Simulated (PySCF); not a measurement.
```yaml
atoms:
  - { symbol: C, position_ang: [2.0754, 0.1146, -1.0217] }
  - { symbol: C, position_ang: [0.9082, 0.1614, -0.3490] }
  - { symbol: C, position_ang: [-0.3727, -0.5194, -0.6112] }
  - { symbol: C, position_ang: [-1.0571, -1.2211, 0.5828] }
  - { symbol: C, position_ang: [-2.3872, -0.5623, 0.1966] }
  - { symbol: C, position_ang: [-1.6216, 0.3834, -0.7365] }
  - { symbol: S, position_ang: [1.1064, 1.2725, 1.0259] }
  - { symbol: Si, position_ang: [3.0775, 1.2880, 0.0258] }
  - { symbol: H, position_ang: [2.2545, -0.4738, -1.9059] }
  - { symbol: H, position_ang: [-0.2572, -1.1845, -1.4714] }
  - { symbol: H, position_ang: [-1.0275, -2.3085, 0.5736] }
  - { symbol: H, position_ang: [-0.6717, -0.8538, 1.5318] }
  - { symbol: H, position_ang: [-3.0495, -1.2377, -0.3415] }
  - { symbol: H, position_ang: [-2.9405, -0.0907, 1.0051] }
  - { symbol: H, position_ang: [-1.4511, 1.3607, -0.2894] }
  - { symbol: H, position_ang: [-2.0150, 0.5086, -1.7428] }
  - { symbol: H, position_ang: [4.0743, 0.7428, 0.9326] }
  - { symbol: H, position_ang: [3.3459, 2.6261, -0.4756] }
```

Geometry: GFN2-xTB.

These are results of PySCF, PBE0/pcSseg-1, SCF density, gas phase, non-relativistic, not measurements.

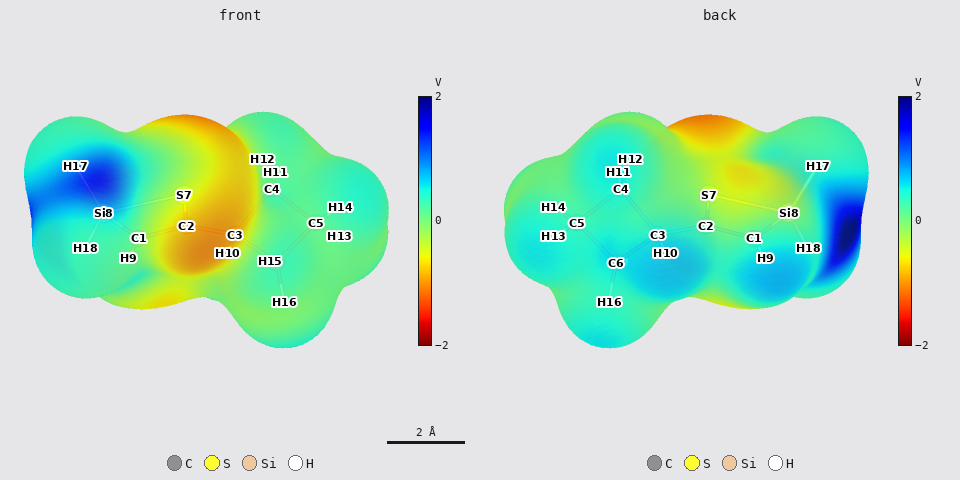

C$_{6}$H$_{10}$SSi. The molecular electrostatic potential painted on the density surface at 0.002 e/bohr³, seen from the front and from behind; the colour scale runs from red (negative) to blue (positive).

Which sites attract a positive test charge, and which a negative one?

Answer. A positive charge is drawn to the negative regions and a negative charge to the positive ones. The most negative region (about −1.1 V) lies over S7, the most positive (about +1.9 V) over Si8.

How polar is the molecule by this calculation?

Answer. Its dipole moment is 1.60 D.
